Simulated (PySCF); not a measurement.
# [TbH3(H2O)]+: other functionals and bases at one geometry

How far do other levels of theory move the description of [TbH3(H2O)]+, and what does each cost? It is a constructed species; whether it can be made isn't addressed.

Program: PySCF 2.14.0. Level of theory: several levels, as the steps say, no spin–orbit coupling. These are calculated values, not measurements.

1 further run of the same task is left out (for a known fault of the program).

## Step 1: Where the work starts

7 atoms, charge 1, spin multiplicity 1.

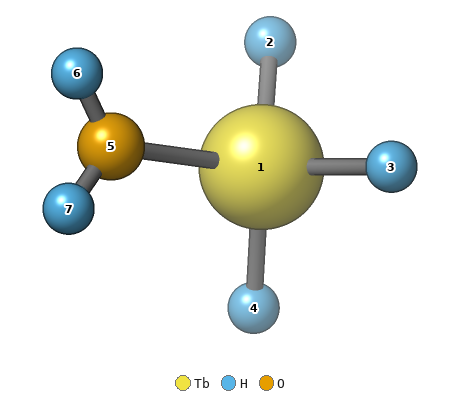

The structure; terbium yellow, hydrogen blue, oxygen amber; atoms are numbered from 1 in the order of the file.

Geometry (Å):

```
Tb    0.1896   -0.1120    0.1120
H     1.2235    0.9299    1.2393
H    -0.9798   -1.1276    1.1276
H     1.2235   -1.2393   -0.9299
O    -1.1761    1.1639   -1.1639
H    -1.5363    2.0406   -0.9365
H    -1.5363    0.9365   -2.0406
```

Formal oxidation states: Tb +4. Each metal's 7 4f electrons lie in its core potential, so multiplicities, spins and levels count the valence alone. An earlier session relaxed this geometry at PBE0, Tb lcecp-2-SVP with ECP53, H def2-SVP, O def2-SVP (singlet, point group Cs).

At PBE0 on the finer grid: E = -121.118433 Eh, frontier levels not given, since the 4f levels lie in the core, Mulliken charge on Tb1 +1.16 e, largest force component 0.006 eV/Å. 

Levels to run: wB97X; CAM-B3LYP; PBE0, TZVP. Hardware: 2 threads of Arm Neoverse V2, shared host.

## Step 2: wB97X

The input, run.py (the lines that set the calculation):

```python
mol = gto.M(atom='''
Tb     0.18961    -0.11202     0.11202
H      1.22346     0.92987     1.23934
H     -0.97984    -1.12756     1.12756
H      1.22346    -1.23934    -0.92987
O     -1.17606     1.16385    -1.16385
H     -1.53627     2.04060    -0.93651
H     -1.53627     0.93651    -2.04060''',
    basis={'Tb': 'lcecp-2-SVP', 'H': 'def2-SVP', 'O': 'def2-SVP'},
    ecp={'Tb': 'lcecp-2-SVP'},
    charge=1, spin=0)
mf = dft.RKS(mol, xc='WB97X')
mf.grids.atom_grid = (75, 302)  # f atoms: unpruned, at least (60, 302)
mf = mf.density_fit()  # fitting sets: Tb AutoAux, H def2-universal-JKFIT, O def2-universal-JKFIT
mf.conv_tol = 1e-08; mf.max_cycle = 55
mf.kernel(dm0)  # dm0: the density of the relaxed state
```

Run with:

```console
$ OMP_NUM_THREADS=2 python run.py
```

The log of the run:

```text
init E= -121.18291129174
cycle= 1 E= -121.18448805054  delta_E= -0.00158  |g|= 0.018  |ddm|= 0.0935
cycle= 2 E= -121.184630420556  delta_E= -0.000142  |g|= 0.00625  |ddm|= 0.0516
cycle= 3 E= -121.184651463937  delta_E= -2.1e-05  |g|= 0.00294  |ddm|= 0.0107
cycle= 4 E= -121.184655539981  delta_E= -4.08e-06  |g|= 0.00125  |ddm|= 0.00683
cycle= 5 E= -121.184656154421  delta_E= -6.14e-07  |g|= 0.000244  |ddm|= 0.00297
cycle= 6 E= -121.184656202585  delta_E= -4.82e-08  |g|= 6.93e-05  |ddm|= 0.001
cycle= 7 E= -121.184656208209  delta_E= -5.62e-09  |g|= 1.91e-05  |ddm|= 0.000301
Extra cycle  E= -121.184656208797  delta_E= -5.88e-10  |g|= 1.02e-05  |ddm|= 6.14e-05
converged SCF energy = -121.184656208797
```

Run time: 3 s. Hardware: 2 threads of Arm Neoverse V2, shared host.

Result: E = -121.184656 Eh, frontier levels not given, since the 4f levels lie in the core, Mulliken charge on Tb1 +1.20 e, largest force component 0.040 eV/Å. 

## Step 3: CAM-B3LYP

run.py (the lines that set the calculation), as its differences from that of step 2:

```diff
@@ -11,3 +11,3 @@
     charge=1, spin=0)
-mf = dft.RKS(mol, xc='WB97X')
+mf = dft.RKS(mol, xc='CAMB3LYP')
 mf.grids.atom_grid = (75, 302)  # f atoms: unpruned, at least (60, 302)
```

Run with:

```console
$ OMP_NUM_THREADS=2 python run.py
```

The log of the run:

```text
init E= -121.141362006159
cycle= 1 E= -121.142348055131  delta_E= -0.000986  |g|= 0.0241  |ddm|= 0.109
cycle= 2 E= -121.142412974268  delta_E= -6.49e-05  |g|= 0.0225  |ddm|= 0.067
cycle= 3 E= -121.142518537544  delta_E= -0.000106  |g|= 0.00343  |ddm|= 0.0188
cycle= 4 E= -121.142521730585  delta_E= -3.19e-06  |g|= 0.000934  |ddm|= 0.00415
cycle= 5 E= -121.142522164612  delta_E= -4.34e-07  |g|= 0.000175  |ddm|= 0.00311
cycle= 6 E= -121.142522184307  delta_E= -1.97e-08  |g|= 3.44e-05  |ddm|= 0.000701
cycle= 7 E= -121.142522185944  delta_E= -1.64e-09  |g|= 8.84e-06  |ddm|= 0.000178
Extra cycle  E= -121.142522186047  delta_E= -1.03e-10  |g|= 3.96e-06  |ddm|= 2.87e-05
converged SCF energy = -121.142522186047
```

It took 3.1 s on 2 threads of Arm Neoverse V2, shared host.

It gives: E = -121.142522 Eh, frontier levels not given, since the 4f levels lie in the core, Mulliken charge on Tb1 +1.15 e, largest force component 0.129 eV/Å. 

## Step 4: PBE0, TZVP

Basis: Tb lcecp-2-TZVP with ECP53, H def2-TZVP, O def2-TZVP. 

The input, run.py (the lines that set the calculation):

```python
mol = gto.M(atom='''
Tb     0.18961    -0.11202     0.11202
H      1.22346     0.92987     1.23934
H     -0.97984    -1.12756     1.12756
H      1.22346    -1.23934    -0.92987
O     -1.17606     1.16385    -1.16385
H     -1.53627     2.04060    -0.93651
H     -1.53627     0.93651    -2.04060''',
    basis={'Tb': 'lcecp-2-TZVP', 'H': 'def2-TZVP', 'O': 'def2-TZVP'},
    ecp={'Tb': 'lcecp-2-TZVP'},
    charge=1, spin=0)
mf = dft.RKS(mol, xc='PBE0')
mf.grids.atom_grid = (75, 302)  # f atoms: unpruned, at least (60, 302)
mf = mf.density_fit()  # fitting sets: Tb AutoAux, H def2-universal-JKFIT, O def2-universal-JKFIT
mf.conv_tol = 1e-08; mf.max_cycle = 55
mf.kernel(dm0)  # dm0: free metal ions and neutral atoms
```

Run with:

```console
$ OMP_NUM_THREADS=2 python run.py
```

The log of the run:

```text
init E= -123.787025582621
cycle= 1 E= -118.58982486217  delta_E=  5.2  |g|= 2.99  |ddm|= 2.37
cycle= 2 E= -107.280598168843  delta_E= 11.3  |g|=  6.2  |ddm|= 5.47
cycle= 3 E= -120.91149327055  delta_E= -13.6  |g|= 1.33  |ddm|= 4.77
cycle= 4 E= -121.180914641296  delta_E= -0.269  |g|= 0.326  |ddm|= 0.771
cycle= 5 E= -121.214864244753  delta_E= -0.0339  |g|= 0.135  |ddm|= 0.454
cycle= 6 E= -121.218575558745  delta_E= -0.00371  |g|= 0.037  |ddm|= 0.129
cycle= 7 E= -121.218866709081  delta_E= -0.000291  |g|= 0.0109  |ddm|= 0.043
cycle= 8 E= -121.218893085023  delta_E= -2.64e-05  |g|= 0.00306  |ddm|= 0.0141
cycle= 9 E= -121.218896266649  delta_E= -3.18e-06  |g|= 0.000266  |ddm|= 0.00513
cycle= 10 E= -121.21889629167  delta_E= -2.5e-08  |g|= 6.48e-05  |ddm|= 0.000451
cycle= 11 E= -121.218896292925  delta_E= -1.25e-09  |g|= 3.31e-05  |ddm|= 0.000117
Extra cycle  E= -121.218896292985  delta_E= -6.03e-11  |g|= 3.28e-05  |ddm|= 6.58e-05
converged SCF energy = -121.218896292985
```

Wall time 6 s (2 threads of Arm Neoverse V2, shared host).

It gives: E = -121.218896 Eh, frontier levels not given, since the 4f levels lie in the core, Mulliken charge on Tb1 +1.18 e, largest force component 0.227 eV/Å. 

## Step 5: Results

| level | state | charge on Tb1 (e) | dipole (D) | largest force (eV/Å) | basis functions | time |
| --- | --- | --- | --- | --- | --- | --- |
| PBE0 (relaxed here) | singlet | 1.16 | 6.37 | 0.01 | 69 | 5.7 s |
| wB97X | singlet | 1.20 | 6.57 | 0.04 | 69 | 3 s |
| CAM-B3LYP | singlet | 1.15 | 6.56 | 0.13 | 69 | 3.1 s |
| PBE0, TZVP | singlet | 1.18 | 6.46 | 0.23 | 108 | 6 s |

Times are on 2 threads of Arm Neoverse V2, shared host; the first row also made further properties. The dipole of a charged species depends on the origin, so these sizes hold for this origin alone.

The largest leftover force, 0.23 eV/Å with PBE0, TZVP, stands at a geometry relaxed at another level. The Mulliken charge on Tb spans +1.15 to +1.20 e over the levels. With 4f in the core, its levels are missing from HOMO and gap. Total energies of different levels can't be compared. Spin–orbit coupling is left out throughout.
